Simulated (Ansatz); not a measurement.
## Convergence study of the plane-wave cutoff for LaPb3 (P4mm, 4 atoms in the cell)

```
CELL_PARAMETERS angstrom
      4.93347     0.00000     0.00000
      0.00000     4.93347     0.00000
      0.00000     0.00000     4.93347
ATOMIC_POSITIONS crystal
  La 0.00000 0.00000 0.01013
  Pb 0.00000 0.50000 0.50000
  Pb 0.50000 0.00000 0.50000
  Pb 0.50000 0.50000 0.00000
```

Method: LDA (PW92), default PAW files made with PBE (plane waves; Ansatz, a program for electronic structure).

Base settings: basis.ecutwfc = 30.9 Ry; kpoints.mp_grid.grid = 5 5 5; hamiltonian.xc = lda; hamiltonian.pseudopotentials = {kind: paw} (the program's default PAW files); scf.occupations.method = gaussian; scf.occupations.width = 0.0073 Ry.

The second cell is the first with its lattice scaled by 0.98.

The mesh stays at the base's, so the ladder's end is converged at best in this setting alone.

The first pressure column holds Ansatz's estimate of the finite-basis (Pulay) stress, which hides part of the cutoff error; the other is without it.

Only quantities that move along the ladder and can be compared are tabulated.

The count of work is k-points × plane waves × bands × iterations; it is no time. 

The starting cell comes from a database of computed structures (which also holds hypothetical and non-ambient phases and stackings), without a prior relaxation at this level. Its lattice was rescaled by up to half a per cent. One atom was moved a little off its site on purpose. In the base run, with a pressure of about -3 GPa the cell is away from its equilibrium volume at this level.

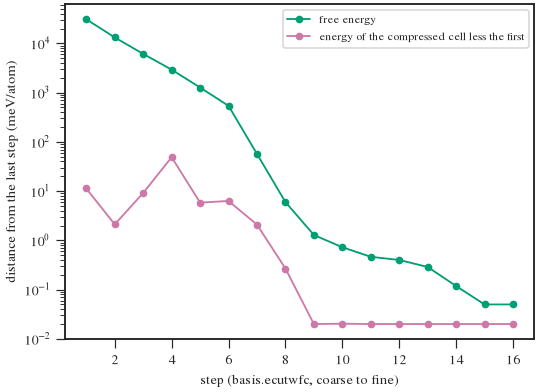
Figure. Distance from the last step along the ladder; very small values are drawn at a floor.

| basis.ecutwfc | free energy less the last step's (meV/atom) | energy of the compressed cell less the first (meV/atom) | pressure (GPa) | pressure without the Pulay estimate (GPa) | largest difference of a force vector from the last step's (eV/Å) | count of work / last |
|---|---|---|---|---|---|---|
| 10.7 Ry | 30896.81 | -30.27 | -7.44 | -539.86 | 0.389 | 0.053 |
| 12.5 Ry | 13228.03 | -21.06 | 5.02 | -287.08 | 0.144 | 0.071 |
| 14 Ry | 6127.87 | -28.15 | -1.29 | -159.43 | 0.157 | 0.085 |
| 15.4 Ry | 2933.72 | -67.81 | -3.62 | -89.79 | 0.009 | 0.091 |
| 16.9 Ry | 1269.41 | -13.11 | -3.39 | -46.76 | 0.012 | 0.11 |
| 18.4 Ry | 539.95 | -25.27 | -3.35 | -24.64 | 0.015 | 0.12 |
| 21.7 Ry | 56.86 | -16.86 | -3.07 | -6.39 | 0.001 | 0.16 |
| 24.6 Ry | 6.01 | -18.68 | -3.22 | -3.61 | 0.001 | 0.17 |
| 27.9 Ry | 1.29 | -18.93 | -3.22 | -3.25 | 0.000 | 0.20 |
| 30.9 Ry | 0.73 | -18.93 | -3.22 | -3.24 | 0.000 | 0.27 |
| 33.8 Ry | 0.46 | -18.94 | -3.22 | -3.23 | 0.000 | 0.31 |
| 37.1 Ry | 0.40 | -18.94 | -3.22 | -3.23 | 0.000 | 0.35 |
| 41.5 Ry | 0.29 | -18.95 | -3.23 | -3.23 | 0.000 | 0.43 |
| 46.3 Ry | 0.12 | -18.95 | -3.23 | -3.23 | 0.000 | 0.50 |
| 54 Ry | 0.04 | -18.95 | -3.23 | -3.23 | 0.000 | 0.62 |
| 61.7 Ry | 0.02 | -18.95 | -3.23 | -3.23 | 0.000 | 0.76 |
| 74.2 Ry | 0.00 | -18.95 | -3.23 | -3.23 | 0.000 | 1.0 |

Coarsest basis.ecutwfc that holds the forces within 0.005 eV/Å of the last step, with all finer ones: 21.7 Ry, at 0.16 of the last step's count of work; the step before is off by 0.015 eV/Å.

Coarsest basis.ecutwfc that holds the pressure within 0.05 GPa of the last step, with all finer ones: 24.6 Ry, at 0.17 of the last step's count of work; the step before is off by 0.16 GPa.

Coarsest basis.ecutwfc that holds the energy of the compressed cell less the first within 0.5 meV/atom of the last step, with all finer ones: 24.6 Ry, at 0.17 of the last step's count of work; the step before is off by 2.1 meV/atom.

The energy difference between the two cells stays within 1 meV/atom of the last step's from 24.6 Ry on, the total only from 30.9 Ry on: much of the error is common to both cells and cancels.

At the lowest cutoff the pressure without the Pulay estimate lies 537 GPa under the last step's, the usual sign of Pulay stress in an incomplete plane-wave basis.

Keys are those of Ansatz 0.2.
